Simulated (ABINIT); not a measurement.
# GaP (F-43m): bands and cutoff in G0W0 with ABINIT, part 2 of 2

Aim: raise bands and screening cutoff together for GaP (F-43m) and follow gap and time.

ABINIT 10.8.3; LDA and many-body steps on it, plane waves. Known limits of the many-body steps: not at the basis limit; no spin-orbit coupling; coarse k mesh.

So far. Step 3 (Screening, 4×4×4 mesh, 141 bands, screening to 149.7 eV): Local fields lower ε∞ by 8 %. On a Γ-centred mesh this coarse the value itself is usually too large, while a short band sum pulls it down. Step 4 (141 bands, 149.7 eV): The gap on the mesh goes from 1.49 eV to 2.33 eV, a correction of +0.84 eV.

### 6. 216 bands, 203.5 eV

This step: G0W0 on LDA, plane waves, norm-conserving pseudopotentials.

Input file run.abi:

```
acell 3*1.0 Angstrom
rprim 
  0.000000000000 2.725250000000 2.725250000000
  2.725250000000 0.000000000000 2.725250000000
  2.725250000000 2.725250000000 0.000000000000
ntypat 2
znucl 31 15
natom 2
typat 1 2
xred 
  0.000000000000 0.000000000000 0.000000000000
  0.250000000000 0.250000000000 0.250000000000
pp_dirpath "pseudos"
pseudos "Ga.upf, P.upf"
ecut 45
ngkpt 4 4 4
nshiftk 1
shiftk 0 0 0
kptopt 1
chksymbreak 0
istwfk *1
occopt 1
irdwfk 1
optdriver 4
nband 216
gwcalctyp 0
ecutsigx 45
symsigma 1
nkptgw 3
kptgw 
  0.0000000000 0.0000000000 0.0000000000
  0.5000000000 0.0000000000 0.0000000000
  0.5000000000 0.5000000000 0.0000000000
bdgw 
  11 17
  12 16
  12 15
ecuteps 7.48
irdscr 1
ppmodel 1
indata_prefix "in"
outdata_prefix "out"
tmpdata_prefix "tmp"
```

The run is started by

```sh
$ OMP_NUM_THREADS=1 mpirun -n 4 abinit run.abi > log
```

What it wrote:

```text
.Version 10.8.3 of ABINIT. v10.8.2 released Aug 2026.

 Symmetries : space group F-4 3 m (#216); Bravais cF (face-center cubic)
[... echo of the input left out ...]
== DATASET  1 ==================================================================
-   mpi_nproc: 4, omp_nthreads: 1 (-1 if OMP is not activated)

--- !DatasetInfo
iteration_state: {dtset: 1, }
dimensions: {natom: 2, nkpt: 8, mband: 216, nsppol: 1, nspinor: 1, nspden: 1, mpw: 3972, }
cutoff_energies: {ecut:  45.0, pawecutdg:  -1.0, }
electrons: {nelect:   2.60000000E+01, charge:   0.00000000E+00, occopt:   1.00000000E+00, tsmear:   1.00000000E-02, }

 SIGMA: Calculation of the GW corrections

 Based on a program developped by R.W. Godby, V. Olevano, G. Onida, and L. Reining.
 Incorporated in ABINIT by V. Olevano, G.-M. Rignanese, and M. Torrent.
.Using double precision arithmetic ; gwpc =  8

[... cell and pseudopotentials left out ...]
--------------------------------------------------------------------------------

 ==== K-mesh for the wavefunctions ====
 Number of points in the irreducible wedge :     8
[... list of points left out ...]
 Together with 24 symmetry operations and time-reversal symmetry
 yields    64 points in the full Brillouin Zone.

 ==== Q-mesh for screening function ====
 Number of points in the irreducible wedge :     8
[... list of points left out ...]
 Together with 24 symmetry operations and time-reversal symmetry
 yields    64 points in the full Brillouin Zone.

 vcoul_init : cutoff-mode = AUXILIARY_FUNCTION
 q-points for optical limit:   1
     1)      0.000010    0.000020    0.000030
 setmesh: FFT mesh size selected  =    45x   45x   45
          total number of points  =        91125

 Number of electrons calculated from density =   26.0000; Expected =   26.0000
[...]
number of plane-waves for wavefunctions          3839
 number of bands                                   216
 number of q-points in IBZ                           8
 number of frequencies                               2
 number of real frequencies                          1
 number of imag frequencies                          1

 matrix elements of self-energy operator (all in [eV])

 Perturbative Calculation

--- !SelfEnergy_ee
iteration_state: {dtset: 1, }
kpoint     : [   0.000,    0.000,    0.000, ]
spin       : 1
KS_gap     :    1.590
QP_gap     :    2.643
Delta_QP_KS:    1.053
data: !SigmaeeData |
     Band     E0 <VxcDFT>   SigX SigC(E0)      Z dSigC/dE  Sig(E)    E-E0       E
       11   5.080 -13.243 -15.212   0.981   0.782  -0.278 -14.016  -0.772   4.307
       12   5.080 -13.243 -15.212   0.981   0.782  -0.278 -14.016  -0.772   4.307
       13   5.080 -13.243 -15.212   0.981   0.782  -0.278 -14.016  -0.772   4.307
[...]
--- !SelfEnergy_ee
iteration_state: {dtset: 1, }
kpoint     : [   0.500,    0.000,    0.000, ]
spin       : 1
KS_gap     :    2.621
QP_gap     :    3.637
Delta_QP_KS:    1.016
data: !SigmaeeData |
     Band     E0 <VxcDFT>   SigX SigC(E0)      Z dSigC/dE  Sig(E)    E-E0       E
[...]
--- !SelfEnergy_ee
iteration_state: {dtset: 1, }
kpoint     : [   0.500,    0.500,    0.000, ]
spin       : 1
KS_gap     :    4.208
QP_gap     :    5.059
Delta_QP_KS:    0.850
data: !SigmaeeData |
     Band     E0 <VxcDFT>   SigX SigC(E0)      Z dSigC/dE  Sig(E)    E-E0       E
[...]
14   6.578 -10.110  -5.956  -4.027   0.808  -0.238 -10.007   0.102   6.681
       15   6.756 -11.235  -6.908  -4.082   0.801  -0.249 -11.039   0.196   6.952

== END DATASET(S) ==============================================================
================================================================================

 -outvars: echo values of variables after computation  --------
           etotal      0.0000000000E+00
            nband         216
             nkpt           8
          spgroup         216
 [... the other variables as echoed above ...]

 Calculation completed.
```

The job ended after 41 s (4 MPI ranks of Arm Neoverse V1, shared host; peak memory 1.5 GiB; 2.7 min of CPU time).

This step gave:

| Quantity | Value |
| --- | --- |
| G0W0 gap on the points computed | 2.374 eV |
| starting gap on the mesh | 1.490 eV |
| k of the valence top | 0, 0, 0 |
| k of the conduction bottom | 0.5, 0.5, 0 |
| Z at the valence top | 0.782 |
| Z at the conduction bottom | 0.808 |
| least direct G0W0 gap on the computed points | 2.643 eV |

Against G0W0 in ABINIT (4×4×4 mesh, 141 bands, screening to 149.7 eV, Godby-Needs plasmon pole), the gap moves by +0.041 eV.

### 7. Screening, 4×4×4 mesh, 323 bands, screening to 269.4 eV

This step: RPA screening on LDA, plane waves, norm-conserving pseudopotentials.

run.abi, as its differences from that of step 6:

```diff
@@ -23,19 +23,8 @@
 irdwfk 1
-optdriver 4
-nband 216
-gwcalctyp 0
-ecutsigx 45
-symsigma 1
-nkptgw 3
-kptgw 
-  0.0000000000 0.0000000000 0.0000000000
-  0.5000000000 0.0000000000 0.0000000000
-  0.5000000000 0.5000000000 0.0000000000
-bdgw 
-  11 17
-  12 16
-  12 15
-ecuteps 7.48
-irdscr 1
-ppmodel 1
+optdriver 3
+nband 323
+ecuteps 9.9
+inclvkb 2
+awtr 1
+symchi 1
 indata_prefix "in"
```

What it wrote:

```text
.Version 10.8.3 of ABINIT. v10.8.2 released Aug 2026.

 Symmetries : space group F-4 3 m (#216); Bravais cF (face-center cubic)
[... echo of the input left out ...]
== DATASET  1 ==================================================================
-   mpi_nproc: 4, omp_nthreads: 1 (-1 if OMP is not activated)

--- !DatasetInfo
iteration_state: {dtset: 1, }
dimensions: {natom: 2, nkpt: 8, mband: 323, nsppol: 1, nspinor: 1, nspden: 1, mpw: 3972, }
cutoff_energies: {ecut:  45.0, pawecutdg:  -1.0, }
[...]
--------------------------------------------------------------------------------
[... chi0 elements left out ...]
 For q-point:  0.000010 0.000020 0.000030
  dielectric constant =  21.2130
  dielectric constant without local fields =  22.9557

  Average fulfillment of the sum rule on Im[epsilon] for q-point    1 :     72.98  [%]
[... wings left out ...]
  q-point number  2        q = ( 0.250000, 0.000000, 0.000000) [r.l.u.]
--------------------------------------------------------------------------------
[... chi0 elements left out ...]
  Average fulfillment of the sum rule on Im[epsilon] for q-point    2 :     78.67  [%]

 [... 6 further q-points ...]
```

Wall time 2.5 min (4 MPI ranks); peak memory 2 GiB.

This step gave:

| Quantity | Value |
| --- | --- |
| ε∞ with local fields, on this mesh, along the program's q direction | 21.21 |
| the same without local fields | 22.96 |
| plasma frequency | 29.76 eV |
| plane waves in the screening matrix | 411 |

### 8. 323 bands, 269.4 eV

This step: G0W0 on LDA, plane waves, norm-conserving pseudopotentials.

run.abi, as its differences from that of step 7:

```diff
@@ -23,8 +23,19 @@
 irdwfk 1
-optdriver 3
+optdriver 4
 nband 323
+gwcalctyp 0
+ecutsigx 45
+symsigma 1
+nkptgw 3
+kptgw 
+  0.0000000000 0.0000000000 0.0000000000
+  0.5000000000 0.0000000000 0.0000000000
+  0.5000000000 0.5000000000 0.0000000000
+bdgw 
+  11 17
+  12 16
+  12 15
 ecuteps 9.9
-inclvkb 2
-awtr 1
-symchi 1
+irdscr 1
+ppmodel 1
 indata_prefix "in"
```

What it wrote:

```text
.Version 10.8.3 of ABINIT. v10.8.2 released Aug 2026.

 Symmetries : space group F-4 3 m (#216); Bravais cF (face-center cubic)
[... echo of the input left out ...]
== DATASET  1 ==================================================================
-   mpi_nproc: 4, omp_nthreads: 1 (-1 if OMP is not activated)

--- !DatasetInfo
iteration_state: {dtset: 1, }
dimensions: {natom: 2, nkpt: 8, mband: 323, nsppol: 1, nspinor: 1, nspden: 1, mpw: 3972, }
cutoff_energies: {ecut:  45.0, pawecutdg:  -1.0, }
[...]
Band     E0 <VxcDFT>   SigX SigC(E0)      Z dSigC/dE  Sig(E)    E-E0       E
[...]
14   6.578 -10.110  -5.956  -4.059   0.808  -0.238 -10.033   0.077   6.655
       15   6.756 -11.235  -6.908  -4.125   0.801  -0.249 -11.073   0.161   6.918

== END DATASET(S) ==============================================================
================================================================================

 -outvars: echo values of variables after computation  --------
           etotal      0.0000000000E+00
            nband         323
             nkpt           8
          spgroup         216
 [... the other variables as echoed above ...]

 Calculation completed.
```

It took 1.9 min on 4 MPI ranks; peak memory 2.1 GiB; 7.5 min of CPU time.

This step gave:

| Property | Result |
| --- | --- |
| G0W0 gap on the points computed | 2.396 eV |
| starting gap on the mesh | 1.490 eV |
| k of the valence top | 0, 0, 0 |
| k of the conduction bottom | 0.5, 0.5, 0 |
| least direct G0W0 gap on the computed points | 2.63 eV |

Against G0W0 in ABINIT (4×4×4 mesh, 216 bands, screening to 203.5 eV, Godby-Needs plasmon pole), the gap moves by +0.022 eV.

### 9. Screening, 4×4×4 mesh, 490 bands, screening to 359.2 eV

This step: RPA screening on LDA, plane waves, norm-conserving pseudopotentials.

run.abi, as its differences from that of step 8:

```diff
@@ -23,19 +23,8 @@
 irdwfk 1
-optdriver 4
-nband 323
-gwcalctyp 0
-ecutsigx 45
-symsigma 1
-nkptgw 3
-kptgw 
-  0.0000000000 0.0000000000 0.0000000000
-  0.5000000000 0.0000000000 0.0000000000
-  0.5000000000 0.5000000000 0.0000000000
-bdgw 
-  11 17
-  12 16
-  12 15
-ecuteps 9.9
-irdscr 1
-ppmodel 1
+optdriver 3
+nband 490
+ecuteps 13.2
+inclvkb 2
+awtr 1
+symchi 1
 indata_prefix "in"
```

What it wrote:

```text
.Version 10.8.3 of ABINIT. v10.8.2 released Aug 2026.

 Symmetries : space group F-4 3 m (#216); Bravais cF (face-center cubic)
[... echo of the input left out ...]
== DATASET  1 ==================================================================
-   mpi_nproc: 4, omp_nthreads: 1 (-1 if OMP is not activated)

--- !DatasetInfo
iteration_state: {dtset: 1, }
dimensions: {natom: 2, nkpt: 8, mband: 490, nsppol: 1, nspinor: 1, nspden: 1, mpw: 3972, }
cutoff_energies: {ecut:  45.0, pawecutdg:  -1.0, }
[...]
--------------------------------------------------------------------------------
[... chi0 elements left out ...]
 For q-point:  0.000010 0.000020 0.000030
  dielectric constant =  21.2134
  dielectric constant without local fields =  22.9570

  Average fulfillment of the sum rule on Im[epsilon] for q-point    1 :     84.06  [%]
[... wings left out ...]
  q-point number  2        q = ( 0.250000, 0.000000, 0.000000) [r.l.u.]
--------------------------------------------------------------------------------
[... chi0 elements left out ...]
  Average fulfillment of the sum rule on Im[epsilon] for q-point    2 :     89.22  [%]

 [... 6 further q-points ...]
```

Run time: 7.8 min. Hardware: 4 MPI ranks; peak memory 3.8 GiB.

This step gave:

| Quantity | Value |
| --- | --- |
| ε∞ with local fields, on this mesh, along the program's q direction | 21.21 |
| the same without local fields | 22.96 |
| plasma frequency | 29.76 eV |
| plane waves in the screening matrix | 609 |

### 10. 490 bands, 359.2 eV

This step: G0W0 on LDA, plane waves, norm-conserving pseudopotentials.

run.abi, as its differences from that of step 9:

```diff
@@ -23,8 +23,19 @@
 irdwfk 1
-optdriver 3
+optdriver 4
 nband 490
+gwcalctyp 0
+ecutsigx 45
+symsigma 1
+nkptgw 3
+kptgw 
+  0.0000000000 0.0000000000 0.0000000000
+  0.5000000000 0.0000000000 0.0000000000
+  0.5000000000 0.5000000000 0.0000000000
+bdgw 
+  11 17
+  12 16
+  12 15
 ecuteps 13.2
-inclvkb 2
-awtr 1
-symchi 1
+irdscr 1
+ppmodel 1
 indata_prefix "in"
```

What it wrote:

```text
.Version 10.8.3 of ABINIT. v10.8.2 released Aug 2026.

 Symmetries : space group F-4 3 m (#216); Bravais cF (face-center cubic)
[... echo of the input left out ...]
== DATASET  1 ==================================================================
-   mpi_nproc: 4, omp_nthreads: 1 (-1 if OMP is not activated)

--- !DatasetInfo
iteration_state: {dtset: 1, }
dimensions: {natom: 2, nkpt: 8, mband: 490, nsppol: 1, nspinor: 1, nspden: 1, mpw: 3972, }
cutoff_energies: {ecut:  45.0, pawecutdg:  -1.0, }
[...]
Band     E0 <VxcDFT>   SigX SigC(E0)      Z dSigC/dE  Sig(E)    E-E0       E
[...]
14   6.578 -10.110  -5.956  -4.078   0.808  -0.238 -10.049   0.061   6.639
       15   6.756 -11.235  -6.908  -4.152   0.801  -0.249 -11.095   0.140   6.896

== END DATASET(S) ==============================================================
================================================================================

 -outvars: echo values of variables after computation  --------
           etotal      0.0000000000E+00
            nband         490
             nkpt           8
          spgroup         216
 [... the other variables as echoed above ...]

 Calculation completed.
```

It took 6.1 min on 4 MPI ranks; peak memory 4.1 GiB.

This step gave:

```yaml
g0w0_gap_on_the_points_computed: 2.41 eV
starting_gap_on_the_mesh: 1.490 eV
k_of_the_valence_top: 0, 0, 0
k_of_the_conduction_bottom: 0.5, 0.5, 0
least_direct_g0w0_gap_on_the_computed_points: 2.62 eV
```

Against G0W0 in ABINIT (4×4×4 mesh, 323 bands, screening to 269.4 eV, Godby-Needs plasmon pole), the gap moves by +0.014 eV.

### 11. Screening, 4×4×4 mesh, 720 bands, screening to 466.9 eV

This step: RPA screening on LDA, plane waves, norm-conserving pseudopotentials.

run.abi, as its differences from that of step 10:

```diff
@@ -23,19 +23,8 @@
 irdwfk 1
-optdriver 4
-nband 490
-gwcalctyp 0
-ecutsigx 45
-symsigma 1
-nkptgw 3
-kptgw 
-  0.0000000000 0.0000000000 0.0000000000
-  0.5000000000 0.0000000000 0.0000000000
-  0.5000000000 0.5000000000 0.0000000000
-bdgw 
-  11 17
-  12 16
-  12 15
-ecuteps 13.2
-irdscr 1
-ppmodel 1
+optdriver 3
+nband 720
+ecuteps 17.16
+inclvkb 2
+awtr 1
+symchi 1
 indata_prefix "in"
```

What it wrote:

```text
.Version 10.8.3 of ABINIT. v10.8.2 released Aug 2026.

 Symmetries : space group F-4 3 m (#216); Bravais cF (face-center cubic)
[... echo of the input left out ...]
== DATASET  1 ==================================================================
-   mpi_nproc: 4, omp_nthreads: 1 (-1 if OMP is not activated)

--- !DatasetInfo
iteration_state: {dtset: 1, }
dimensions: {natom: 2, nkpt: 8, mband: 720, nsppol: 1, nspinor: 1, nspden: 1, mpw: 3972, }
cutoff_energies: {ecut:  45.0, pawecutdg:  -1.0, }
[...]
--------------------------------------------------------------------------------
[... chi0 elements left out ...]
 For q-point:  0.000010 0.000020 0.000030
  dielectric constant =  21.2089
  dielectric constant without local fields =  22.9577

  Average fulfillment of the sum rule on Im[epsilon] for q-point    1 :     93.82  [%]
[... wings left out ...]
  q-point number  2        q = ( 0.250000, 0.000000, 0.000000) [r.l.u.]
--------------------------------------------------------------------------------
[... chi0 elements left out ...]
  Average fulfillment of the sum rule on Im[epsilon] for q-point    2 :     98.49  [%]

 [... 6 further q-points ...]
```

It took 21 min on 4 MPI ranks; peak memory 5.4 GiB.

Numbers from this step:

```yaml
eps_infinity_with_local_fields_on_this_mesh_along_the_program_s_q_direction: 21.21
the_same_without_local_fields: 22.96
plasma_frequency: 29.76 eV
plane_waves_in_the_screening_matrix: 941
```

### 12. 720 bands, 466.9 eV

This step: G0W0 on LDA, plane waves, norm-conserving pseudopotentials.

run.abi, as its differences from that of step 11:

```diff
@@ -23,8 +23,19 @@
 irdwfk 1
-optdriver 3
+optdriver 4
 nband 720
+gwcalctyp 0
+ecutsigx 45
+symsigma 1
+nkptgw 3
+kptgw 
+  0.0000000000 0.0000000000 0.0000000000
+  0.5000000000 0.0000000000 0.0000000000
+  0.5000000000 0.5000000000 0.0000000000
+bdgw 
+  11 17
+  12 16
+  12 15
 ecuteps 17.16
-inclvkb 2
-awtr 1
-symchi 1
+irdscr 1
+ppmodel 1
 indata_prefix "in"
```

What it wrote:

```text
.Version 10.8.3 of ABINIT. v10.8.2 released Aug 2026.

 Symmetries : space group F-4 3 m (#216); Bravais cF (face-center cubic)
[... echo of the input left out ...]
== DATASET  1 ==================================================================
-   mpi_nproc: 4, omp_nthreads: 1 (-1 if OMP is not activated)

--- !DatasetInfo
iteration_state: {dtset: 1, }
dimensions: {natom: 2, nkpt: 8, mband: 720, nsppol: 1, nspinor: 1, nspden: 1, mpw: 3972, }
cutoff_energies: {ecut:  45.0, pawecutdg:  -1.0, }
[...]
Band     E0 <VxcDFT>   SigX SigC(E0)      Z dSigC/dE  Sig(E)    E-E0       E
[...]
14   6.578 -10.110  -5.956  -4.087   0.807  -0.238 -10.056   0.054   6.632
       15   6.756 -11.235  -6.908  -4.164   0.801  -0.249 -11.104   0.130   6.887

== END DATASET(S) ==============================================================
================================================================================

 -outvars: echo values of variables after computation  --------
           etotal      0.0000000000E+00
            nband         720
             nkpt           8
          spgroup         216
 [... the other variables as echoed above ...]

 Calculation completed.
```

The job ended after 21 min (4 MPI ranks; peak memory 6.6 GiB).

Numbers from this step:

* G0W0 gap on the points computed: 2.419 eV
* starting gap on the mesh: 1.490 eV
* k of the valence top: 0, 0, 0
* k of the conduction bottom: 0.5, 0.5, 0
* least direct G0W0 gap on the computed points: 2.619 eV

Against G0W0 in ABINIT (4×4×4 mesh, 490 bands, screening to 359.2 eV, Godby-Needs plasmon pole), the gap moves by +0.009 eV.

### 13. The runs together

Times are wall times on 4 MPI ranks of Arm Neoverse V1, shared host, good to a factor of about two. A run's time includes the screening step that it read.

| run | mesh | bands | screening cutoff (eV) | DFT gap (eV) | gap on the mesh (eV) | direct (eV) | ε∞ used | time |
| --- | --- | --- | --- | --- | --- | --- | --- | --- |
| 141 bands, 149.7 eV | 4×4×4 | 141 | 149.7 | 1.490 | 2.333 | 2.662 | 21.19 | 55 s |
| 216 bands, 203.5 eV | 4×4×4 | 216 | 203.5 | 1.490 | 2.374 | 2.643 | 21.21 | 2 min |
| 323 bands, 269.4 eV | 4×4×4 | 323 | 269.4 | 1.490 | 2.396 | 2.630 | 21.21 | 4.4 min |
| 490 bands, 359.2 eV | 4×4×4 | 490 | 359.2 | 1.490 | 2.410 | 2.620 | 21.21 | 14 min |
| 720 bands, 466.9 eV | 4×4×4 | 720 | 466.9 | 1.490 | 2.419 | 2.619 | 21.21 | 41 min |

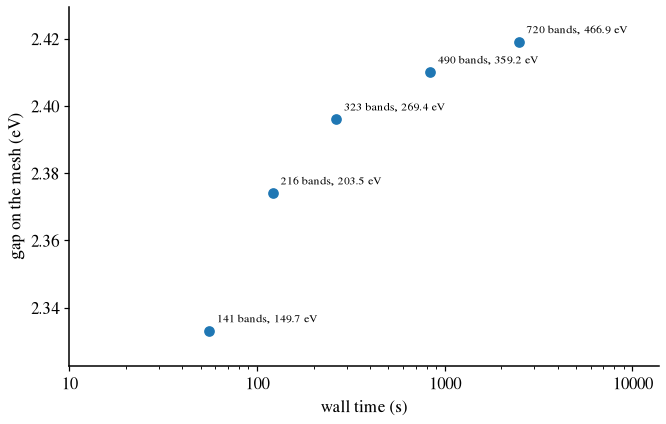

Result against wall time.

### 14. Summary of results

```
141 bands, 149.7 eV : 2.333 eV
216 bands, 203.5 eV : 2.374 eV
323 bands, 269.4 eV : 2.396 eV
490 bands, 359.2 eV : 2.410 eV
720 bands, 466.9 eV : 2.419 eV
known limits        : not at the basis limit; no spin-orbit coupling; coarse k mesh
```

From the first rung to the last the gap moves by +0.09 eV for 45 times the time. In the G0W0 runs levels were corrected at 3 k points alone, so a gap called «on the mesh» is the least over those, and an edge elsewhere would be missed. The 4×4×4 mesh is coarse for this cell, which bears on the long-range parts of exchange and screening. The many-body steps are scalar-relativistic: spin-orbit coupling is not in them.

[Paths, hosts, dates, memory and timing lines, banners, echoed tables and standing remarks are left out of the program output.]

[Logs are printed without paths, hosts, clocks, repeated set-up lines and the standing remarks that a program may print on its own settings, such as how far it seeks lower states.]

[Runs of the session that timed out or met a known fault of the program may be left out.]

[Hosts, paths, dates, database ids (printed as entryN), source tags and the programs' standing remarks are cut or masked in the printed files.]

[G0W0 gaps are taken among the corrected bands and points alone; a level outside them can change the order at an edge.]

[Where Ansatz stands beside ABINIT at settings called matched, ABINIT's density can come from a denser mesh and the files from another edition; pairs whose starting gaps differed by over 0.03 eV were left out, so agreement reads better than it is.]
